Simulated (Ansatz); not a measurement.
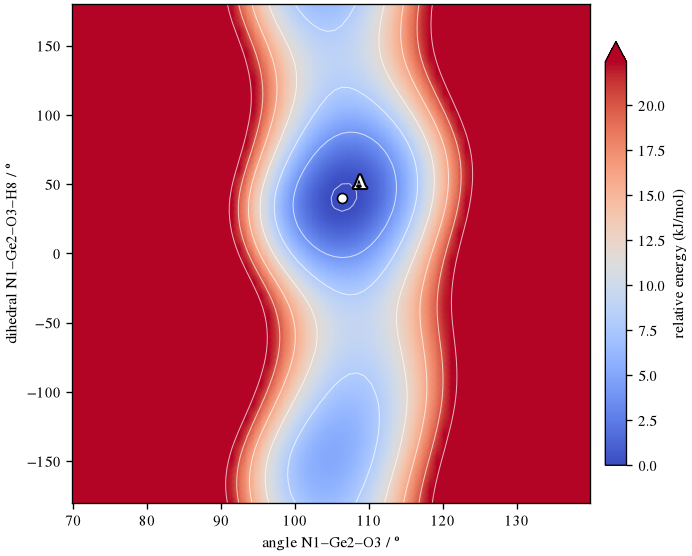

GeH₅NO, SMILES [NH2][GeH2][OH]. First axis: angle N1–Ge2–O3. Second axis: dihedral N1–Ge2–O3–H8. Nothing is relaxed (all other coordinates rigid). Grid: 9 × 10 points. Energies: kJ/mol, counted from the lowest grid point. All numbers below come from RKS PBE0-D4/def2-TZVP in Ansatz 0.2.0.

Drawn: a smooth colour map with a few white contour lines, one colour for all values above the top of the scale, the point A. Between grid points the surface is interpolated.

What is the easiest way out of the well at A, and how high is the barrier?

The easiest path leads from the well at angle N1–Ge2–O3 = 104.9°, dihedral N1–Ge2–O3–H8 = 36° to the well at angle N1–Ge2–O3 = 104.9°, dihedral N1–Ge2–O3–H8 = −144°, about 5.4 kJ/mol higher. Its highest point lies about 9.1 kJ/mol above the bottom of the first well on the interpolated surface, at angle N1–Ge2–O3 = 104.9°, dihedral N1–Ge2–O3–H8 = 144°. Seen from the upper well the barrier is about 3.6 kJ/mol. This is the barrier on the constrained surface; relaxing the other coordinates would change it.

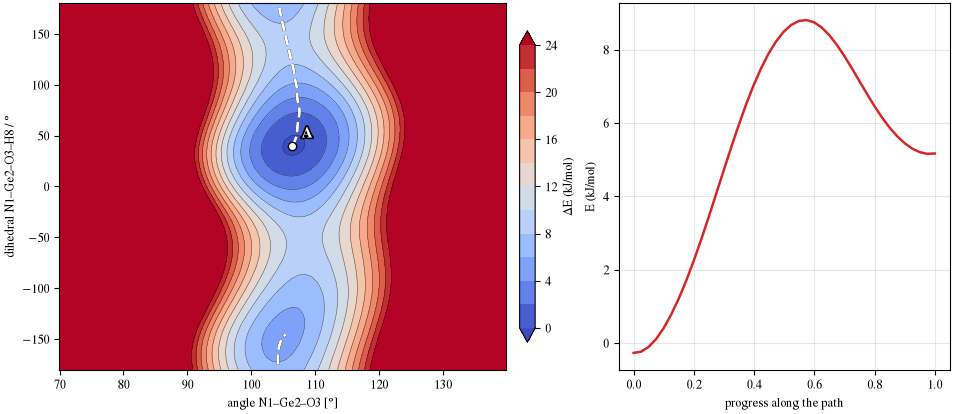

The picture shows filled contours, a line along the lowest path, one colour for all values above the top of the scale, the energy along the path at the right. Between grid points the surface is interpolated.
